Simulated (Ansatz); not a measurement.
**Cl3H4O2STa: density, localisation and related maps**

Input file:

```
crystal:
  periodic: [false, false, false]
  atoms:
    - { symbol: Ta, position_ang: [-0.221506, 0.06344, -0.084599] }
    - { symbol: O, position_ang: [1.747857, 0.058193, -0.126206] }
    - { symbol: H, position_ang: [2.292448, 0.003109, 0.647266] }
    - { symbol: Cl, position_ang: [0.065456, -0.766507, 2.14382] }
    - { symbol: Cl, position_ang: [-0.167092, 0.426997, -2.399197] }
    - { symbol: O, position_ang: [-0.838766, 1.703822, 0.433864] }
    - { symbol: H, position_ang: [-1.111385, 2.358471, 1.058818] }
    - { symbol: Cl, position_ang: [-2.08203, -1.335845, -0.294151] }
    - { symbol: S, position_ang: [1.420234, -3.052123, -1.208813] }
    - { symbol: H, position_ang: [1.648286, -3.521434, 0.020345] }
    - { symbol: H, position_ang: [2.172799, -1.923123, -1.027246] }
basis:
  gaussian: { orbitals: def2-SVP }
hamiltonian:
  xc: hf
relax:
  f_tol: 0.03
  max_steps: 50
output:
  orbitals: {}
```

Launched as:

```sh
ansatz run input.yaml --threads 4 --pin off --max-ram 5120MiB --backend cpu --events-out ev --progress --plain --runs-dir out
```

The fields are those of the run's last geometry, not of the input's.

Core potentials replace the inner electrons of Ta.

Method: RHF/def2-SVP (Ansatz 0.2.0).

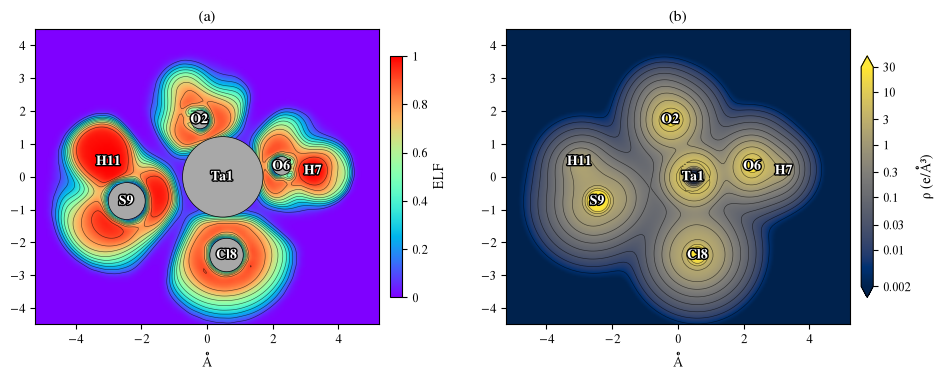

Figure 1. (a) electron localisation function; (b) electron density on the plane of atoms O2, Ta1 and S9. Grey discs cover the atomic cores in the ELF map.

What do the fields say about this system?

The section cuts through Ta, O, H, Cl and S sites.
Ta–O (1.83 Å): ρ at the midpoint is about 1.1 e/Å³; the ELF peaks at about 0.80 in the valence shell of O, 0.5 Å from its nucleus, and drops to about 0.20 between the two atoms.
Ta–Cl (2.39 Å): ρ at the midpoint is about 0.57 e/Å³; the ELF peaks at about 0.85 in the valence shell of Cl, 0.8 Å from its nucleus, and is about 0.40 at the midpoint.
Ta–S (3.01 Å): ρ is about 0.18 e/Å³ halfway, with its minimum of 0.16 e/Å³ about 1.4 Å from Ta; the ELF peaks at about 1 in the valence shell of S, 1.0 Å from its nucleus, and is about 0.40 at the midpoint.
O–H (0.94 Å): ρ at the midpoint is about 3.9 e/Å³; the ELF climbs to about 1 towards the hydrogen, as it does in any bond to H; a covalent bond by its length.
Ta–O (1.88 Å): the density is about 1 e/Å³ at the midpoint; the ELF peaks at about 0.85 in the valence shell of O, 0.5 Å from its nucleus, and drops to about 0.20 between the two atoms.

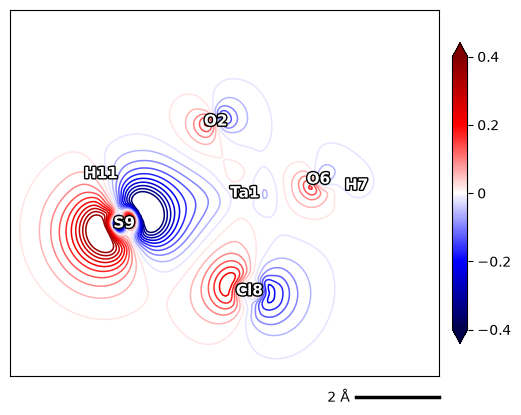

Figure 2. The HOMO−1 on the plane of atoms O2, Ta1 and S9 (values in Å⁻³ᐟ²; the overall sign is arbitrary).

What is the character of this orbital?

By Hirshfeld shares it lies mainly on S9 (about 50 %), Cl4 (about 20 %), Cl8 (about 10 %) and Cl5 (about 10 %); largely a combination of lone pairs on S9, Cl4, Cl8 and Cl5. Its energy is −11.49 eV.
